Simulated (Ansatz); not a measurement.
SiH2Cl3F: several calculations on one system

**1. Relaxation**

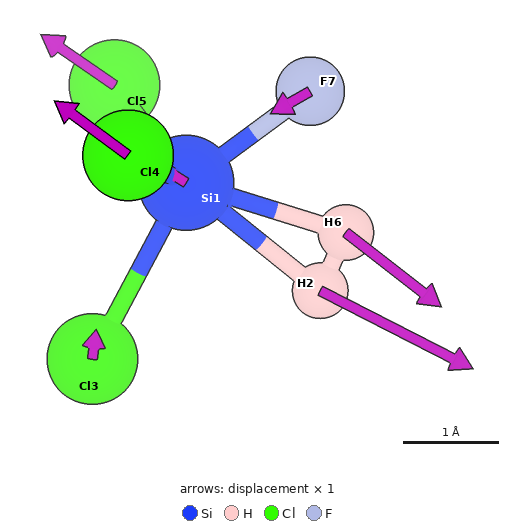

A relaxation of SiH₂Cl₃F (started from a transition state, displaced along its imaginary mode). The starting structure is drawn; purple arrows show the displacements, at their true length. The two geometries are superimposed by the best rigid fit.

A ball-and-stick model, seen at a tilt.

All numbers below come from Ansatz, RKS PBE0-D4/def2-TZVP. Set-up: force threshold 0.005 eV/Å; at most 200 steps.

Question: Which element moves most?

Answer: Hydrogen: up to 1.84 Å, against 0.99 Å for chlorine.

Question: Describe the change and its energy.

Answer: The atom that moves furthest after the best rigid fit is H2 (1.84 Å). Largest moves by element: H 1.84 Å, Cl 0.99 Å, Si 0.80 Å, F 0.50 Å. Near-neighbour distances that change, for instance: Si1–H2 1.835 → 4.456 Å, Si1–H6 1.771 → 3.825 Å, Si1–Cl3 2.134 → 2.014 Å, H2–H6 0.677 → 0.746 Å. Bonds break, among them: Si1–H6 (1.77 → 3.83 Å). Bond angles that change, for instance: Cl3–Si1–F7 154.2° → 108.3°, Cl4–Si1–F7 94.4° → 108.3°, Cl3–Si1–Cl5 97.7° → 110.6°. After 30 accepted moves (35 points after the start) the energy has fallen by 51.4 kcal/mol. The largest force component goes from 3.8 to 0.00069 eV/Å. The line search rejected the trial steps at points 14, 19, 22, 25, 27 of the run. The forces were under the threshold at step 26, but the run went on from there. The run took roughly 7 core-minutes on a shared host.

**2. Relaxation**

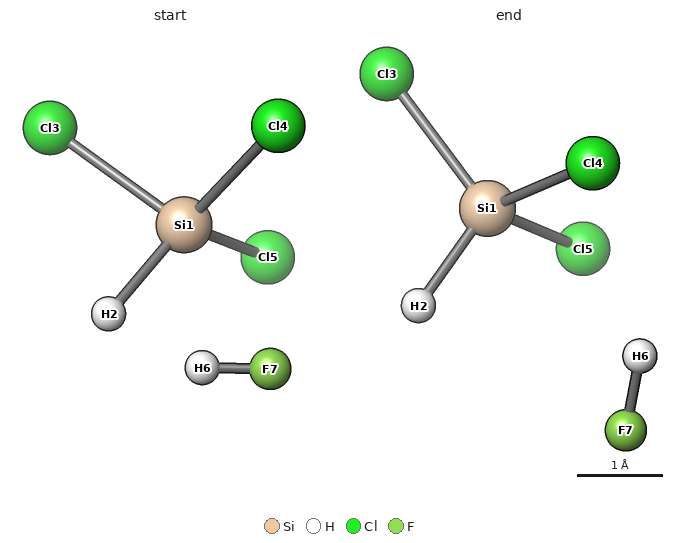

The structure of SiH2Cl3F (started from a transition state, displaced along its imaginary mode) before (left) and after (right) a relaxation, at one scale.

A ball-and-stick model, seen from a free direction.

Theory: RKS PBE0-D4/def2-TZVP in Ansatz 0.2.0. Settings: force threshold 0.005 eV/Å; at most 200 steps.

> What changed between the two?

Over 44 accepted moves (53 points after the start) the energy falls by 1.850 eV. Largest force component: 10 eV/Å at the start, 0.0037 eV/Å at the end. The line search rejected the trial steps at points 11, 13, 19, 21, 26, 28, 37, 40 and more of the run. The atom that moves furthest after the best rigid fit is H6 (1.33 Å). By element the largest moves are H 1.33 Å, F 0.86 Å, Cl 0.67 Å, Si 0.54 Å. Among the contacts that change: Si1–F7 2.151 → 3.441 Å, Si1–H6 1.908 → 3.069 Å, H6–F7 0.804 → 0.926 Å, Si1–Cl5 2.048 → 2.022 Å. Bond angles that change, for instance: H2–Si1–Cl3 91.5° → 110.3°, H2–Si1–Cl4 119.0° → 108.8°, H2–Si1–Cl5 119.0° → 110.7°. The run took roughly 10 core-minutes on a shared host.

**3. Reaction**

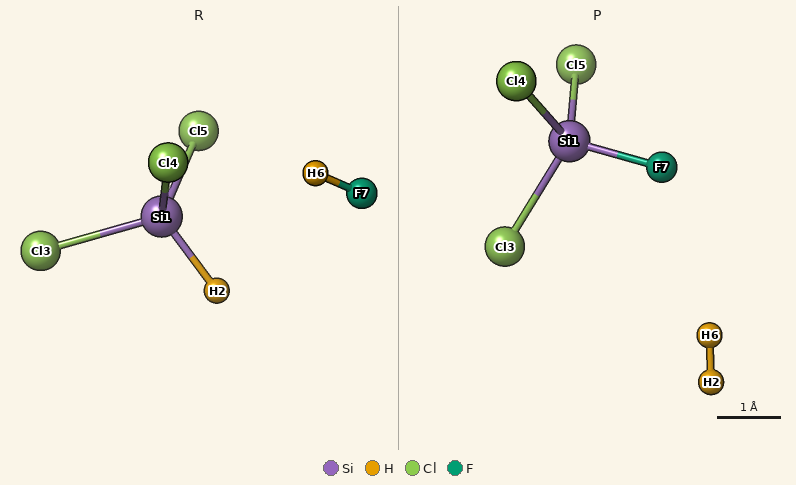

Reactant (R) and product (P) of one elementary step of SiH$_{2}$Cl$_{3}$F. A ball-and-stick model, seen at a tilt.

Stationary points at PBE0-D4/def2-TZVP, single-point energies with CCSD(T)/CBS, wB97M-V, SPW92 (LDA) (def2-TZVPP where no basis is named; Ansatz 0.2.0). The energies are electronic, without zero-point or thermal terms, and both ends are the minima reached downhill from the saddle, with any fragments still in contact. CCSD(T)/CBS stands for a frozen-core estimate: MP2 correlation extrapolated from def2-TZVPP and def2-QZVPP, CCSD(T) minus MP2 from the smaller set.

R:
```xyz
7

Si   -0.4264   -0.4635   -0.6445
H     1.0116   -0.6428   -0.8702
Cl   -1.4688   -1.9471   -1.5487
Cl   -0.7971   -0.5637    1.3724
Cl   -1.0406    1.3359   -1.3329
H     1.0020    0.9138    1.6968
F     1.7194    1.3674    1.3270
```

P:
```xyz
7

Si   -1.1082    0.2816    0.0972
H     3.1739   -0.8736   -0.3285
Cl   -0.7382   -1.3020   -1.0903
Cl   -2.2527   -0.2584    1.6641
Cl   -1.9895    1.7610   -0.9475
H     2.6480   -0.4262   -0.0452
F     0.2668    0.8177    0.6503
```

**What is the transition state like, and how high is the barrier?**

Counted by bonded pieces, R holds HF + SiHCl₃ and P holds H₂ + SiCl₃F. From R over the saddle to P, bonds form: Si1–F7 (3.44 → 1.89 → 1.58 Å), H2–H6 (3.00 → 0.99 → 0.75 Å). Bonds break: Si1–H2 (1.47 → 1.66 → 4.46 Å), H6–F7 (0.93 → 1.18 → 2.78 Å). The saddle has one imaginary mode, 1090i cm⁻¹. With CCSD(T)/CBS the barrier is 39.6 kcal/mol from R and 65.6 kcal/mol from P, and P lies 26.0 kcal/mol below R.

```
      level  barrier from R (kcal/mol)  barrier from P (kcal/mol)  P less R (kcal/mol)
CCSD(T)/CBS                       39.6                       65.6                −26.0
    wB97M-V                       36.6                       63.1                −26.5
SPW92 (LDA)                       23.0                       45.9                −22.9
```

Against CCSD(T)/CBS, wB97M-V comes closest on the barrier from R (−3.0 kcal/mol) and SPW92 (LDA) misses most (−16.6 kcal/mol).

Saddle geometry:

```xyz
7

Si   -0.3295   -0.0520   -0.0749
H     1.2323   -0.5623   -0.3045
Cl   -0.8058   -1.6227   -1.3385
Cl   -1.3047   -0.5728    1.6224
Cl   -1.0188    1.5431   -1.1162
H     1.3882    0.2047    0.3042
F     0.8382    1.0620    0.9074
```

The saddle point in the same view, with dashed sticks for the bonds that form or break:

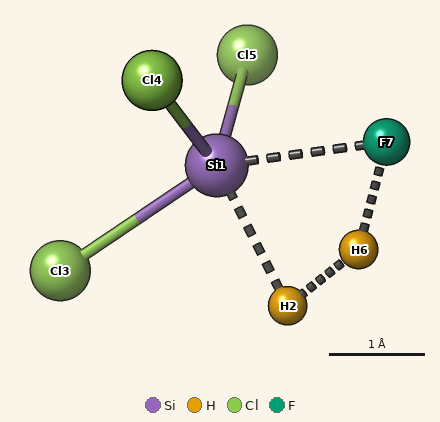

Limits of the set-up: the start holds two separate molecules, 2.4 Å apart at their closest, whose relative position is a soft coordinate.
